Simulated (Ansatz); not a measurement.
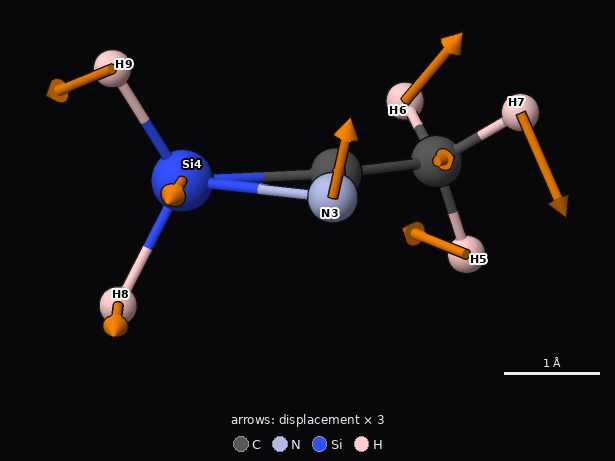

This is a relaxation of C$_{2}$H$_{5}$NSi (coarse preliminary run). The starting structure is drawn; orange arrows show the displacements, 3 times their true length. The two geometries are superimposed by the best rigid fit.

A ball-and-stick model, seen at a tilt.

The start comes from a force field.

Theory: RKS PBE-D4/def2-SVP in Ansatz. Set-up: force threshold 0.03 eV/Å; at most 200 steps.

Question: What happened in the run?

Answer: An H atom moves most after the best rigid fit: 0.41 Å. By element the largest moves are H 0.41 Å, N 0.31 Å, Si 0.20 Å, C 0.10 Å. Among the contacts that change: C–Si 1.681 → 1.817 Å, C–C 1.396 → 1.487 Å, N–Si 1.770 → 1.847 Å, C–H 1.161 → 1.109 Å. Among the angles between lasting bonds that change: N–Si–H 105.9° → 116.4°, N–Si–H 109.4° → 116.3°, H–C–H 105.8° → 109.8°. Groups turn about C–C by about 35°. Over 7 accepted moves (8 points after the start) the energy falls by 0.750 eV. Largest force component: 3.8 eV/Å at the start, 0.016 eV/Å at the end. The line search rejected the trial step at point 4 of the run.
